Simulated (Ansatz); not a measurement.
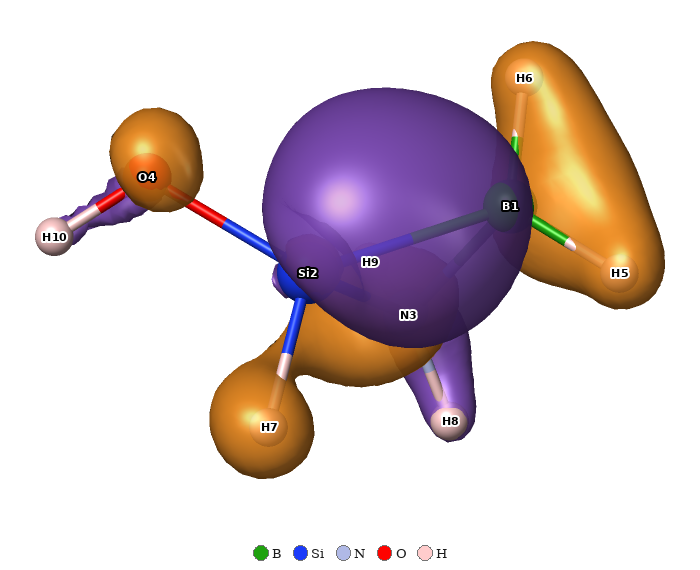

BH$_{6}$NOSi. The HOMO at ±0.15 Å⁻³ᐟ² (orange and purple are the two phases), seen at a tilt.

Geometry: PBE0-D4/def2-TZVP.

Method: RKS PBE0-D4/def2-TZVPP (Ansatz 0.2.0).

The calculation's input:

```
crystal:
  periodic: [false, false, false]
  atoms:
    - {symbol: B, position_ang: [-1.335424, 0.095455, 0.233719]}
    - {symbol: Si, position_ang: [0.278367, 0.342465, -0.815390]}
    - {symbol: N, position_ang: [0.001519, -0.743095, 0.678463]}
    - {symbol: O, position_ang: [1.433220, 1.469350, -0.482494]}
    - {symbol: H, position_ang: [-2.182128, -0.614088, -0.229823]}
    - {symbol: H, position_ang: [-1.628680, 0.936535, 1.033514]}
    - {symbol: H, position_ang: [0.796517, -0.582934, -1.863355]}
    - {symbol: H, position_ang: [-0.031928, -1.750201, 0.610538]}
    - {symbol: H, position_ang: [0.414517, -0.458827, 1.556060]}
    - {symbol: H, position_ang: [2.337220, 1.254040, -0.718131]}
basis:
  gaussian: {orbitals: def2-TZVPP}
hamiltonian: {xc: pbe0, dispersion: d4}
output: {orbitals: {seedname: orbitals}}
```

Run with:

```sh
ansatz run in.yaml --threads 2 --pin off --events-out ev --progress --plain --max-ram 4352MiB
```

### Describe this orbital and give its energy.

It lies mainly on Si2 (about 40 %), B1 (about 30 %) and N3 (about 10 %). Its energy is −6.64 eV.
